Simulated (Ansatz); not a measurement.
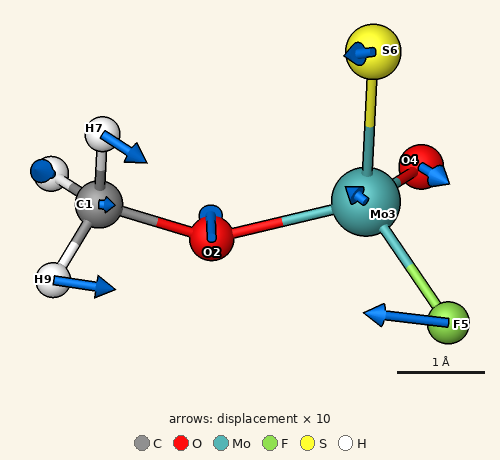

A relaxation of CH$_{3}$FMoO$_{2}$S. The starting structure is drawn; blue arrows show the displacements, 10 times their true length. The two geometries are superimposed by the best rigid fit.

Style: ball-and-stick. Shown at a tilt.

The start comes from PBE-D4/def2-SVP.

All numbers below come from RKS PBE0-D4/def2-TZVP in Ansatz.

Input file:
```yaml
crystal:
  periodic: [false, false, false]
  atoms:
    - {symbol: C, position_ang: [-1.060275, 0.960756, 0.669015]}
    - {symbol: O, position_ang: [-0.620530, -0.117050, -0.131557]}
    - {symbol: Mo, position_ang: [0.889680, -0.996485, -0.719971]}
    - {symbol: O, position_ang: [0.978856, -0.866323, -2.405128]}
    - {symbol: F, position_ang: [0.888386, -2.782105, -0.194005]}
    - {symbol: S, position_ang: [2.566052, 0.026819, 0.121524]}
    - {symbol: H, position_ang: [-0.206995, 1.411283, 1.220906]}
    - {symbol: H, position_ang: [-1.535796, 1.730755, 0.026053]}
    - {symbol: H, position_ang: [-1.810976, 0.586050, 1.395963]}
basis:
  gaussian: {orbitals: def2-TZVP}
hamiltonian: {xc: pbe0, dispersion: d4}
relax: {f_tol: 0.005, max_steps: 150}
```

Command:
```bash
ansatz run in.yaml --threads 4 --pin off --events-out ev --progress --plain --max-ram 11315MiB
```

Question: Describe the change and its energy.

Answer: The energy falls by 1.49 kcal/mol in 14 geometry steps. Largest force component: 1.4 eV/Å at the start, 0.005 eV/Å at the end. The atom that moves furthest after the best rigid fit is F5 (0.10 Å). Largest moves by element: F 0.10 Å, O 0.09 Å, H 0.07 Å, S 0.05 Å, Mo 0.03 Å, C 0.02 Å. Some distances before and after: Mo3–S6 2.137 → 2.107 Å, Mo3–O4 1.693 → 1.668 Å, C1–H7 1.112 → 1.093 Å, O2–Mo3 1.844 → 1.826 Å. Among the angles between lasting bonds that change: C1–O2–Mo3 143.1° → 140.6°. The run took 75 s on 4 threads of Arm Neoverse V1 (shared host).
